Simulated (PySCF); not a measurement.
**Cobalt: the same states on changed settings**

Aim: see what changed settings do to total energies and their difference. The change: the non-relativistic Hamiltonian (point nucleus), unsound on purpose. A sound run of the same states serves as the yardstick.

Program: PySCF 2.14.0. Level of theory: unrestricted determinants in a Gaussian basis, no spin-orbit coupling in the energies. These are calculated values, not measurements, unless marked.

## Step 1: Starting point

| Item | Value |
| --- | --- |
| Element | cobalt (Z = 27) |
| Basis | aug-cc-pVDZ-DK (7s6p4d2f, 59 functions) |
| Hamiltonian | no relativity, point nucleus |
| State 1 | Co: [Ar] 3d7 4s2, high-spin 4F determinant |
| State 2 | Co⁺: [Ar] 3d8, high-spin 3F determinant |
| Methods | UHF, M06-L, PBE, MP2 |
| Core shells frozen in the correlated runs | valence: [Ar] (for Co) |

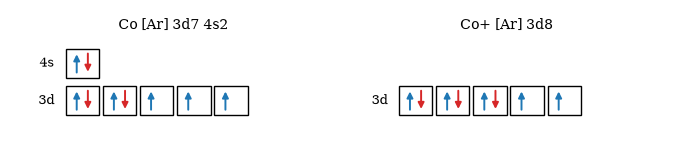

Occupation of the outer shells (arrows by Hund's rule).

The sound run (aug-cc-pVDZ-DK, the spin-free X2C one-electron Hamiltonian (Gaussian nucleus), symmetry-adapted start, fine grid, valence correlation) gave:

```csv
species,method,energy (hartree)
Co,UHF,-1391.87928
Co,M06-L,-1393.16651
Co,PBE,-1393.00431
Co,MP2 (valence),-1392.09714
Co⁺,UHF,-1391.57516
Co⁺,M06-L,-1392.88423
Co⁺,PBE,-1392.71393
Co⁺,MP2 (valence),-1391.82053
```

One driver process ran all states and methods and kept the integrals in memory. Each run is shown as a PySCF script that sums up its settings (the driver passes frozen orbitals as a list and adds second-order terms of double hybrids); the logs are those of the runs themselves. The driver starts from symmetry-adapted Hartree-Fock orbitals, holds the occupation by maximum overlap and uses a logarithmic radial grid for functionals, so a plain start would take other cycles.

The driver's launch:

```
OMP_NUM_THREADS=1 python atomrun2.py TASK.json OUT
```

The integrals over 59 functions and the set-up took 0.8 s of CPU time.

## Step 2: Changed run, Co

UHF:

The input, input.py:

```python
from pyscf import gto, scf, dft, mp, cc
import basis_set_exchange as bse
mol = gto.M(atom="Co 0 0 0", charge=0, spin=3, symmetry="D2h",
            basis=gto.basis.parse(bse.get_basis("aug-cc-pVDZ-DK", elements=["Co"], fmt="nwchem", header=False)))
mf = scf.UHF(mol)
mf.irrep_nelec = {'Ag': (6, 5), 'B1g': (1, 1), 'B2g': (1, 0), 'B3g': (1, 0), 'B1u': (2, 2), 'B2u': (2, 2), 'B3u': (2, 2)}
mf.kernel()
```

The program printed:

```text
damping factor = 0
level_shift factor = 0
DIIS = <class 'pyscf.scf.diis.CDIIS'>
diis_start_cycle = 1
diis_space = 10
diis_damp = 0
SCF conv_tol = 1e-09
SCF conv_tol_grad = None
number electrons alpha = 15  beta = 12
cycle= 1 E= -1376.26073926314  delta_E= -0.00653  |g|= 0.0271  |ddm|= 0.0418
cycle= 2 E= -1376.26086267216  delta_E= -0.000123  |g|= 0.00415  |ddm|= 0.00612
cycle= 3 E= -1376.26086672541  delta_E= -4.05e-06  |g|= 0.00112  |ddm|= 0.00451
cycle= 4 E= -1376.26086711442  delta_E= -3.89e-07  |g|= 0.000414  |ddm|= 0.00184
cycle= 5 E= -1376.26086726086  delta_E= -1.46e-07  |g|= 5.47e-05  |ddm|= 0.00103
cycle= 6 E= -1376.26086726295  delta_E= -2.1e-09  |g|= 1.01e-05  |ddm|= 0.000269
cycle= 7 E= -1376.26086726313  delta_E= -1.73e-10  |g|= 2.37e-06  |ddm|= 0.000102
converged SCF energy = -1376.26086726313  <S^2> = 3.7597379  2S+1 = 4.004866
```

Time after the integrals: 0.43 s (1 thread of Neoverse-V1, shared host).

Orbital energies by shell (radii are means over both spins):

```csv
shell,electrons,mean orbital energy (eV),spread (eV),rms radius (bohr)
1s α,1,-7627.3,0,0.0662
1s β,1,-7627.2,0,0.0662
2s α,1,-940.60,0,0.281
2s β,1,-937.74,0,0.281
2p α,3,-817.59,0,0.250
2p β,3,-814.80,0,0.250
3s α,1,-125.83,0,0.846
3s β,1,-118.27,0,0.846
3p α,3,-86.378,0,0.895
3p β,3,-77.253,0,0.895
3d α,5,-19.702,1.379,1.16
3d β,2,-16.010,0,1.16
4s α,1,-7.620,0,3.41
4s β,1,-6.916,0,3.41
```

⟨S²⟩ = 3.760, ⟨L²⟩ = 12.03.

M06-L:

Changes to input.py:

```diff
@@ -4,3 +4,3 @@
             basis=gto.basis.parse(bse.get_basis("aug-cc-pVDZ-DK", elements=["Co"], fmt="nwchem", header=False)))
-mf = scf.UHF(mol)
+mf = dft.UKS(mol, xc="M06L")
 mf.irrep_nelec = {'Ag': (6, 5), 'B1g': (1, 1), 'B2g': (1, 0), 'B3g': (1, 0), 'B1u': (2, 2), 'B2u': (2, 2), 'B3u': (2, 2)}
```

The program printed:

```text
damping factor = 0
level_shift factor = 0
DIIS = <class 'pyscf.scf.diis.CDIIS'>
diis_start_cycle = 1
diis_space = 10
diis_damp = 0
SCF conv_tol = 1e-09
SCF conv_tol_grad = None
number electrons alpha = 15  beta = 12
XC functionals = M06L
    Y. Zhao and D. G. Truhlar.,  J. Chem. Phys. 125, 194101 (2006)
    Y. Zhao and D. G. Truhlar.,  J. Chem. Phys. 125, 194101 (2006)
    Y. Zhao and D. G. Truhlar.,  Theor. Chem. Acc. 120, 215 (2008)
cycle= 1 E= -1377.54280524324  delta_E= -0.0105  |g|= 0.115  |ddm|= 0.408
cycle= 2 E= -1377.53665945473  delta_E= 0.00615  |g|= 0.203  |ddm|= 0.394
cycle= 3 E= -1377.5459431799  delta_E= -0.00928  |g|= 0.00125  |ddm|= 0.226
cycle= 4 E= -1377.54594597892  delta_E= -2.8e-06  |g|= 0.00085  |ddm|= 0.0409
cycle= 5 E= -1377.54594622987  delta_E= -2.51e-07  |g|= 7.14e-05  |ddm|= 0.00468
cycle= 6 E= -1377.54594623169  delta_E= -1.83e-09  |g|= 5.55e-06  |ddm|= 0.000522
cycle= 7 E= -1377.5459462317  delta_E= -9.32e-12  |g|= 5.16e-07  |ddm|= 3.35e-05
converged SCF energy = -1377.5459462317  <S^2> = 3.7592608  2S+1 = 4.0046277
```

It took 3 s on 1 thread of Neoverse-V1, shared host, the integrals not counted.

PBE:

Changes to input.py:

```diff
@@ -4,3 +4,3 @@
             basis=gto.basis.parse(bse.get_basis("aug-cc-pVDZ-DK", elements=["Co"], fmt="nwchem", header=False)))
-mf = dft.UKS(mol, xc="M06L")
+mf = dft.UKS(mol, xc="PBE")
 mf.irrep_nelec = {'Ag': (6, 5), 'B1g': (1, 1), 'B2g': (1, 0), 'B3g': (1, 0), 'B1u': (2, 2), 'B2u': (2, 2), 'B3u': (2, 2)}
```

The program printed:

```text
damping factor = 0
level_shift factor = 0
DIIS = <class 'pyscf.scf.diis.CDIIS'>
diis_start_cycle = 1
diis_space = 10
diis_damp = 0
SCF conv_tol = 1e-09
SCF conv_tol_grad = None
number electrons alpha = 15  beta = 12
XC functionals = PBE
    J. P. Perdew, K. Burke, and M. Ernzerhof.,  Phys. Rev. Lett. 77, 3865 (1996)
    J. P. Perdew, K. Burke, and M. Ernzerhof.,  Phys. Rev. Lett. 78, 1396 (1997)
    J. P. Perdew, K. Burke, and M. Ernzerhof.,  Phys. Rev. Lett. 77, 3865 (1996)
    J. P. Perdew, K. Burke, and M. Ernzerhof.,  Phys. Rev. Lett. 78, 1396 (1997)
cycle= 1 E= -1377.38067561758  delta_E= -0.00928  |g|= 0.178  |ddm|= 0.384
cycle= 2 E= -1377.36304689841  delta_E= 0.0176  |g|= 0.33  |ddm|= 0.551
cycle= 3 E= -1377.38752595996  delta_E= -0.0245  |g|= 0.00213  |ddm|= 0.36
cycle= 4 E= -1377.38752708489  delta_E= -1.12e-06  |g|= 0.000188  |ddm|= 0.003
cycle= 5 E= -1377.38752709806  delta_E= -1.32e-08  |g|= 6.33e-05  |ddm|= 0.000501
cycle= 6 E= -1377.38752709944  delta_E= -1.37e-09  |g|= 2.98e-06  |ddm|= 9.89e-05
cycle= 7 E= -1377.38752709944  delta_E= -2.27e-12  |g|= 1.03e-08  |ddm|= 3.91e-06
converged SCF energy = -1377.38752709944  <S^2> = 3.7552865  2S+1 = 4.0026424
```

Time after the integrals: 1.3 s (1 thread of Neoverse-V1, shared host).

MP2 (valence):

The input, input.py:

```python
from pyscf import gto, scf, dft, mp, cc
import basis_set_exchange as bse
mol = gto.M(atom="Co 0 0 0", charge=0, spin=3, symmetry="D2h",
            basis=gto.basis.parse(bse.get_basis("aug-cc-pVDZ-DK", elements=["Co"], fmt="nwchem", header=False)))
mf = scf.UHF(mol)
mf.irrep_nelec = {'Ag': (6, 5), 'B1g': (1, 1), 'B2g': (1, 0), 'B3g': (1, 0), 'B1u': (2, 2), 'B2u': (2, 2), 'B3u': (2, 2)}
mf.kernel()
mp.UMP2(mf, frozen=9).kernel()
```

The driver printed no log here.

It took 0.09 s on 1 thread of Neoverse-V1, shared host, the integrals not counted.

With 9 electrons correlated, the MP2 correlation energy is -0.21455 hartree (-0.08414 same spin, -0.13041 opposite spin); the SCS form gives -0.18454. Largest pairs of shells: 3d-3d -0.1574, 3d-4s -0.0348, 4s-4s -0.0223.

## Step 3: Changed run, Co⁺

UHF:

The input, input.py:

```python
from pyscf import gto, scf, dft, mp, cc
import basis_set_exchange as bse
mol = gto.M(atom="Co 0 0 0", charge=1, spin=2, symmetry="D2h",
            basis=gto.basis.parse(bse.get_basis("aug-cc-pVDZ-DK", elements=["Co"], fmt="nwchem", header=False)))
mf = scf.UHF(mol)
mf.irrep_nelec = {'Ag': (5, 3), 'B1g': (1, 1), 'B2g': (1, 1), 'B3g': (1, 1), 'B1u': (2, 2), 'B2u': (2, 2), 'B3u': (2, 2)}
mf.kernel()
```

The program printed:

```text
damping factor = 0
level_shift factor = 0
DIIS = <class 'pyscf.scf.diis.CDIIS'>
diis_start_cycle = 1
diis_space = 10
diis_damp = 0
SCF conv_tol = 1e-09
SCF conv_tol_grad = None
number electrons alpha = 14  beta = 12
cycle= 1 E= -1375.97882676071  delta_E= -0.00611  |g|= 0.026  |ddm|= 0.0405
cycle= 2 E= -1375.97894082088  delta_E= -0.000114  |g|= 0.00421  |ddm|= 0.00613
cycle= 3 E= -1375.97894467788  delta_E= -3.86e-06  |g|= 0.00209  |ddm|= 0.00609
cycle= 4 E= -1375.97894571766  delta_E= -1.04e-06  |g|= 0.00054  |ddm|= 0.0028
cycle= 5 E= -1375.97894605309  delta_E= -3.35e-07  |g|= 9.98e-05  |ddm|= 0.00121
cycle= 6 E= -1375.97894605982  delta_E= -6.73e-09  |g|= 1.77e-05  |ddm|= 0.000322
cycle= 7 E= -1375.9789460601  delta_E= -2.77e-10  |g|= 3.89e-06  |ddm|= 5.36e-05
converged SCF energy = -1375.9789460601  <S^2> = 2.0048645  2S+1 = 3.0032412
```

Time after the integrals: 0.34 s (1 thread of Neoverse-V1, shared host).

The occupied shells:

```csv
shell,electrons,mean orbital energy (eV),spread (eV),rms radius (bohr)
1s α,1,-7629.8,0,0.0662
1s β,1,-7629.8,0,0.0662
2s α,1,-941.63,0,0.281
2s β,1,-939.87,0,0.281
2p α,3,-818.83,0,0.250
2p β,3,-817.09,0,0.250
3s α,1,-126.28,0,0.855
3s β,1,-121.41,0,0.855
3p α,3,-87.109,0,0.905
3p β,3,-81.204,0,0.905
3d α,5,-20.964,1.330,1.26
3d β,3,-18.535,0,1.26
```

⟨S²⟩ = 2.005, ⟨L²⟩ = 12.03.

M06-L:

Changes to input.py:

```diff
@@ -4,3 +4,3 @@
             basis=gto.basis.parse(bse.get_basis("aug-cc-pVDZ-DK", elements=["Co"], fmt="nwchem", header=False)))
-mf = scf.UHF(mol)
+mf = dft.UKS(mol, xc="M06L")
 mf.irrep_nelec = {'Ag': (5, 3), 'B1g': (1, 1), 'B2g': (1, 1), 'B3g': (1, 1), 'B1u': (2, 2), 'B2u': (2, 2), 'B3u': (2, 2)}
```

The program printed:

```text
damping factor = 0
level_shift factor = 0
DIIS = <class 'pyscf.scf.diis.CDIIS'>
diis_start_cycle = 1
diis_space = 10
diis_damp = 0
SCF conv_tol = 1e-09
SCF conv_tol_grad = None
number electrons alpha = 14  beta = 12
XC functionals = M06L
    Y. Zhao and D. G. Truhlar.,  J. Chem. Phys. 125, 194101 (2006)
    Y. Zhao and D. G. Truhlar.,  J. Chem. Phys. 125, 194101 (2006)
    Y. Zhao and D. G. Truhlar.,  Theor. Chem. Acc. 120, 215 (2008)
cycle= 1 E= -1377.28644945074  delta_E= -0.0025  |g|= 0.0979  |ddm|= 0.214
cycle= 2 E= -1377.27893556909  delta_E= 0.00751  |g|= 0.217  |ddm|= 0.302
cycle= 3 E= -1377.28873328425  delta_E= -0.0098  |g|= 0.00803  |ddm|= 0.205
cycle= 4 E= -1377.28874927767  delta_E= -1.6e-05  |g|= 0.00023  |ddm|= 0.00663
cycle= 5 E= -1377.28874929757  delta_E= -1.99e-08  |g|= 1.51e-05  |ddm|= 0.00038
cycle= 6 E= -1377.2887492977  delta_E= -1.31e-10  |g|= 2.91e-06  |ddm|= 3.55e-05
converged SCF energy = -1377.2887492977  <S^2> = 2.0058697  2S+1 = 3.0039106
```

Time after the integrals: 2.6 s (1 thread of Neoverse-V1, shared host).

PBE:

Changes to input.py:

```diff
@@ -4,3 +4,3 @@
             basis=gto.basis.parse(bse.get_basis("aug-cc-pVDZ-DK", elements=["Co"], fmt="nwchem", header=False)))
-mf = dft.UKS(mol, xc="M06L")
+mf = dft.UKS(mol, xc="PBE")
 mf.irrep_nelec = {'Ag': (5, 3), 'B1g': (1, 1), 'B2g': (1, 1), 'B3g': (1, 1), 'B1u': (2, 2), 'B2u': (2, 2), 'B3u': (2, 2)}
```

The program printed:

```text
damping factor = 0
level_shift factor = 0
DIIS = <class 'pyscf.scf.diis.CDIIS'>
diis_start_cycle = 1
diis_space = 10
diis_damp = 0
SCF conv_tol = 1e-09
SCF conv_tol_grad = None
number electrons alpha = 14  beta = 12
XC functionals = PBE
    J. P. Perdew, K. Burke, and M. Ernzerhof.,  Phys. Rev. Lett. 77, 3865 (1996)
    J. P. Perdew, K. Burke, and M. Ernzerhof.,  Phys. Rev. Lett. 78, 1396 (1997)
    J. P. Perdew, K. Burke, and M. Ernzerhof.,  Phys. Rev. Lett. 77, 3865 (1996)
    J. P. Perdew, K. Burke, and M. Ernzerhof.,  Phys. Rev. Lett. 78, 1396 (1997)
cycle= 1 E= -1377.10466530053  delta_E= 0.00535  |g|= 0.28  |ddm|= 0.363
cycle= 2 E= -1377.02749944748  delta_E= 0.0772  |g|= 0.668  |ddm|= 0.791
cycle= 3 E= -1377.1225837863  delta_E= -0.0951  |g|= 0.0246  |ddm|= 0.589
cycle= 4 E= -1377.12275377447  delta_E= -0.00017  |g|= 0.00323  |ddm|= 0.0174
cycle= 5 E= -1377.12275614611  delta_E= -2.37e-06  |g|= 2.84e-05  |ddm|= 0.00252
cycle= 6 E= -1377.12275614659  delta_E= -4.71e-10  |g|= 2.69e-05  |ddm|= 0.000108
converged SCF energy = -1377.12275614659  <S^2> = 2.001835  2S+1 = 3.0012231
```

It took 1.1 s on 1 thread of Neoverse-V1, shared host, the integrals not counted.

MP2 (valence):

The input, input.py:

```python
from pyscf import gto, scf, dft, mp, cc
import basis_set_exchange as bse
mol = gto.M(atom="Co 0 0 0", charge=1, spin=2, symmetry="D2h",
            basis=gto.basis.parse(bse.get_basis("aug-cc-pVDZ-DK", elements=["Co"], fmt="nwchem", header=False)))
mf = scf.UHF(mol)
mf.irrep_nelec = {'Ag': (5, 3), 'B1g': (1, 1), 'B2g': (1, 1), 'B3g': (1, 1), 'B1u': (2, 2), 'B2u': (2, 2), 'B3u': (2, 2)}
mf.kernel()
mp.UMP2(mf, frozen=9).kernel()
```

The driver printed no log here.

Time after the integrals: 0.09 s (1 thread of Neoverse-V1, shared host).

With 8 electrons correlated, the MP2 correlation energy is -0.24292 hartree (-0.09408 same spin, -0.14883 opposite spin); the SCS form gives -0.20996. Largest pairs of shells: 3d-3d -0.2429.

## Step 4: What moved

```csv
species,method,converged,energy less sound run (eV)
Co,UHF,yes,+424.9987
Co,M06-L,yes,+425.0572
Co,PBE,yes,+424.9542
Co,MP2 (valence),yes,+425.0887
Co⁺,UHF,yes,+424.3946
Co⁺,M06-L,yes,+424.3747
Co⁺,PBE,yes,+424.2575
Co⁺,MP2 (valence),yes,+424.4613
```

Ionisation energy of Co:

```csv
method,sound run (eV),changed run (eV),shift (eV)
UHF,8.276,7.671,-0.604
M06-L,7.681,6.999,-0.683
PBE,7.902,7.205,-0.697
MP2,7.527,6.900,-0.627
SCS-MP2,7.601,6.980,-0.621
```

## Step 5: Results

| quantity | value |
| --- | --- |
| change | the non-relativistic Hamiltonian (point nucleus) |
| runs converged | 8 of 8 |
| largest shift of a converged total energy | 425 eV |
| largest shift of the ionisation energy | -0.697 eV (PBE) |

In words: The ionisation energy moves by up to 0.70 eV, at PBE. Most of the change in total energy is the relativistic energy itself. On top of that the contraction fixes the core shape for the Hamiltonian it was made with, so the changed run is not a good calculation with the other Hamiltonian either. The setting is unsound on purpose, so these numbers are no properties of the atom.
